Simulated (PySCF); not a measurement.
**C4H14N2OSi2 (SMILES CC(C)O[Si]1(C)N[SiH2]N1): density, localisation and related maps**

Input file:

```
{"job": {"kind": "nmr", "xc": "PBE0", "basis": "pcSseg-1"}, "charge": 0, "multiplicity": 1}
C     -1.981172    -0.173800     1.283233
C     -1.693017    -0.266643    -0.210962
C     -2.809737     0.364188    -1.036647
O     -0.494836     0.397340    -0.521503
Si     1.008922    -0.057281    -0.140767
C      1.227934    -1.941395    -0.191220
N      1.748142     0.731620     1.228127
Si     2.941035     1.588909     0.300303
N      2.148248     0.874373    -1.060779
H     -2.918452    -0.670296     1.520522
H     -1.174759    -0.641521     1.841632
H     -2.041945     0.870424     1.577180
H     -1.588560    -1.325705    -0.489409
H     -2.916309     1.411541    -0.767785
H     -2.567163     0.302438    -2.093932
H     -3.749403    -0.150728    -0.855593
H      2.268068    -2.229966    -0.093641
H      0.856221    -2.342701    -1.129131
H      0.674169    -2.420136     0.611360
H      1.727221     0.520560     2.208165
H      4.303428     1.087277     0.463630
H      2.817903     3.036489     0.428033
H      2.209308     1.061999    -2.041923
```

Command:

```sh
OMP_NUM_THREADS=1 python probes_run.py task.json out
```

Geometry: GFN2-xTB.

The calculation used PySCF 2.14.0, PBE0/pcSseg-1, SCF density, gas phase, non-relativistic.

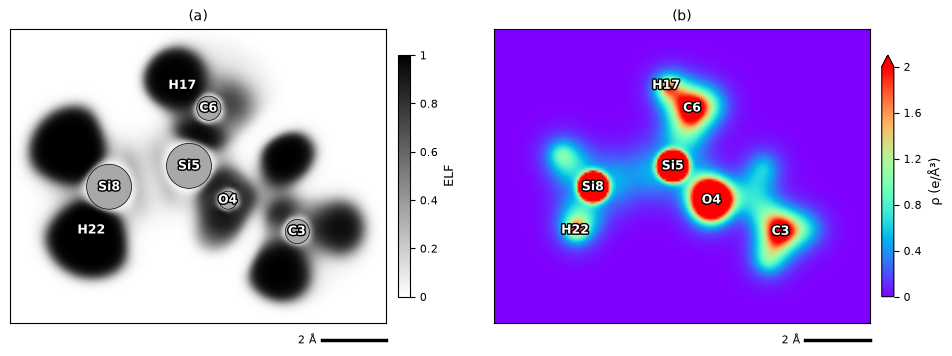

Figure 1. (a) ELF; (b) total electron density on the plane of atoms O4, Si5 and C6. Grey discs cover the atomic cores in the ELF map.

Q: What does the map show?

A:
- The plane passes through C, O, Si and H nuclei.
- Si–O (1.62 Å): ρ is about 1.2 e/Å³ halfway; the ELF peaks at about 0.85 between the atoms (a short, strongly polar bond).
- C–Si (1.90 Å): ρ at the midpoint is about 0.94 e/Å³; the ELF peaks at about 0.95 between the atoms (localised, covalent bonding).
- C–H (1.08 Å): the density is about 2 e/Å³ at the midpoint; the ELF climbs to about 1 towards the hydrogen, as it does in any bond to H: an ordinary covalent bond to hydrogen.
- The ELF also peaks beside O4, away from the bonds: lone-pair regions.

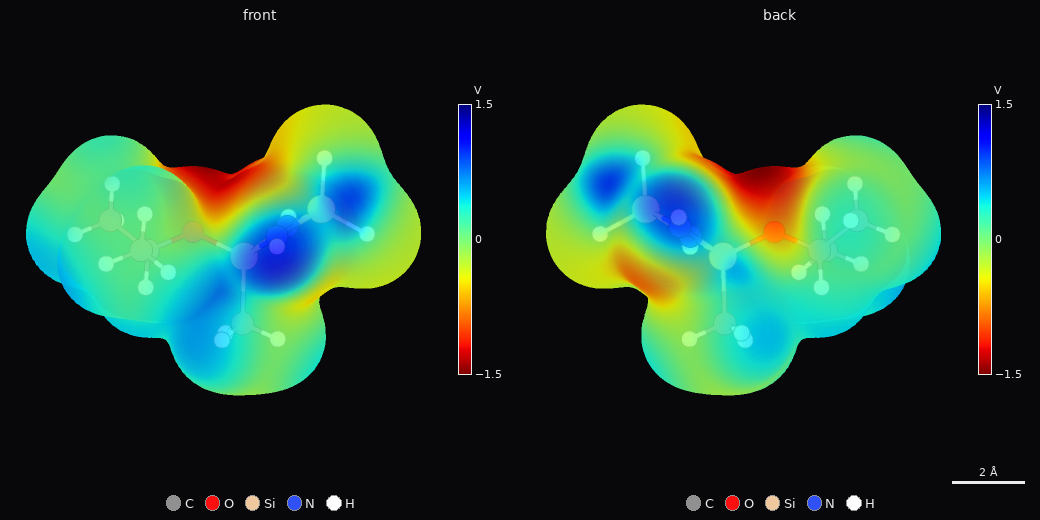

Figure 2. The molecular electrostatic potential painted on the density surface at 0.001 e/bohr³, seen from the front and from behind; red is negative and blue positive.

Q: Which sites attract a positive test charge, and which a negative one?

A: A positive charge is drawn to the negative regions and a negative charge to the positive ones. The most negative region (about −1.4 V, or −32 kcal/mol for a unit charge) lies over O4, the most positive (about +1.1 V, or +25 kcal/mol for a unit charge) over H20 and H23. O4 is the likeliest acceptor of a hydrogen bond.

Q: What dipole moment does the calculation give?

A: Its dipole moment is 1.60 D.
